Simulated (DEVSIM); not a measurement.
Device: Ti/AlN/p-Ge capacitor, at 300 K.

```csv
layer (left to right),material,thickness (nm),Na (cm⁻³)
1,AlN,7.20,-
2,Ge,500,1.4e18
```

Metal gate on the left, work function 4.33 eV. Fixed charge at the semiconductor interface 1.8e12 cm⁻² (in units of +e); no interface traps.

The device is made up for the run: typed textbook-type constants, with dimensions and the other settings drawn at random. Values at 300 K.

```csv
parameter,AlN,Ge
gap (eV),6.1,0.664
affinity (eV),1.9,4
permittivity,8.5,16
Nc (cm⁻³),-,1.04e19
Nv (cm⁻³),-,6e18
```

DEVSIM, 1D Poisson equation in equilibrium, Boltzmann statistics, complete ionisation; no quantum confinement or tunnelling. Metal contacts follow the ideal Schottky-Mott rule: no Fermi-level pinning, no interface dipoles.

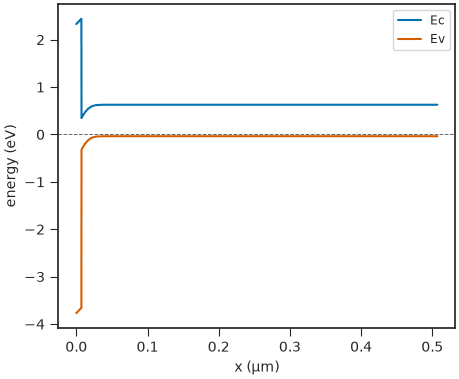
Figure: Band edges at 0.1 V on the gate

Energies count from the Fermi level of the right contact; mesh points crowd at the junctions.

| x (μm) | Ec (eV) | Ev (eV) | n (cm⁻³) | p (cm⁻³) | field (V/cm) |
|---|---|---|---|---|---|
| 0.000 | 2.330 | -3.770 | < 1e2 | < 1e2 | 160000 |
| 0.0008795 | 2.344 | -3.756 | < 1e2 | < 1e2 | 160000 |
| 0.002294 | 2.366 | -3.734 | < 1e2 | < 1e2 | 160000 |
| 0.004174 | 2.395 | -3.705 | < 1e2 | < 1e2 | 160000 |
| 0.006178 | 2.426 | -3.674 | < 1e2 | < 1e2 | 160000 |
| 0.007105 | 2.441 | -3.659 | < 1e2 | < 1e2 | 160000 |
| 0.008034 | 0.365 | -0.299 | 7.6e12 | 5.8e13 | 270000 |
| 0.01053 | 0.428 | -0.236 | 6.6e11 | 6.6e14 | 230000 |
| 0.01429 | 0.505 | -0.159 | 3.4e10 | 1.3e16 | 170000 |
| 0.02170 | 0.593 | -0.071 | 1.1e9 | 3.8e17 | 68000 |
| 0.03479 | 0.625 | -0.039 | 3.3e8 | 1.3e18 | 4000 |
| 0.07065 | 0.626 | -0.038 | 3.1e8 | 1.4e18 | ≈ 0 |
| 0.1246 | 0.626 | -0.038 | 3.1e8 | 1.4e18 | ≈ 0 |
| 0.2312 | 0.626 | -0.038 | 3.1e8 | 1.4e18 | ≈ 0 |
| 0.3805 | 0.626 | -0.038 | 3.1e8 | 1.4e18 | ≈ 0 |
| 0.4387 | 0.626 | -0.038 | 3.1e8 | 1.4e18 | ≈ 0 |
| 0.4717 | 0.626 | -0.038 | 3.1e8 | 1.4e18 | ≈ 0 |
| 0.4884 | 0.626 | -0.038 | 3.1e8 | 1.4e18 | ≈ 0 |
| 0.4995 | 0.626 | -0.038 | 3.1e8 | 1.4e18 | ≈ 0 |
| 0.5035 | 0.626 | -0.038 | 3.1e8 | 1.4e18 | ≈ 0 |
| 0.5058 | 0.626 | -0.038 | 3.1e8 | 1.4e18 | ≈ 0 |
| 0.5072 | 0.626 | -0.038 | 3.1e8 | 1.4e18 | ≈ 0 |
